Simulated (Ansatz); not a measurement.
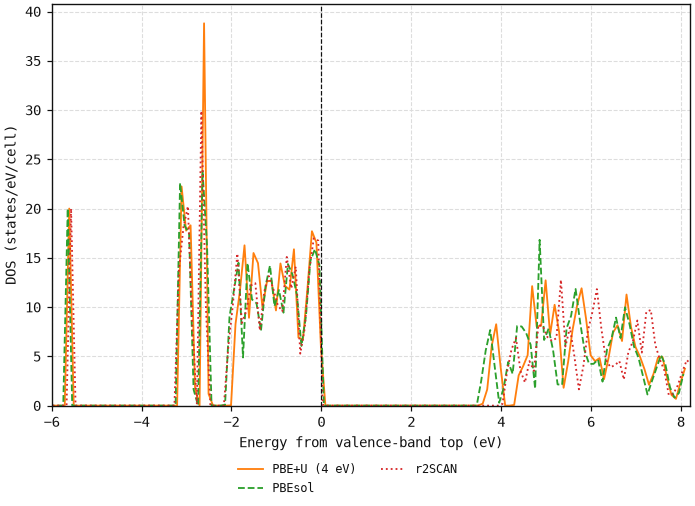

Total densities of states of Ti₂SnO₆, space group C2, 9 atoms in the cell, by three methods on the same cell. Each is counted from its own valence-band top.

What changes from one method to the other?

PBE+U (4 eV) gives a gap of 3.58 eV, PBEsol gives a gap of 3.51 eV and r2SCAN gives a gap of 4.06 eV.

Settings. PBE+U (4 eV): DFT PBE+U, scalar-relativistic, plane waves, PAW, Ueff = 4 eV on Ti d, no spin polarisation, 6×6×4 k mesh, 420 eV cutoff (Ansatz). PBEsol: DFT PBEsol, scalar-relativistic, plane waves, PAW, no spin polarisation, 6×6×4 k mesh, 420 eV cutoff, Gaussian smearing of 0.02 eV (Ansatz 0.2.0). r2SCAN: DFT r2SCAN, scalar-relativistic, plane waves, PAW, no spin polarisation, 6×6×4 k mesh, 500 eV cutoff (Ansatz 0.2.0).

The structure is an invented one, so it need not be a known or stable phase. The atoms aren't at rest in this cell (largest force 0.4 eV/Å), so the relaxed material can differ.
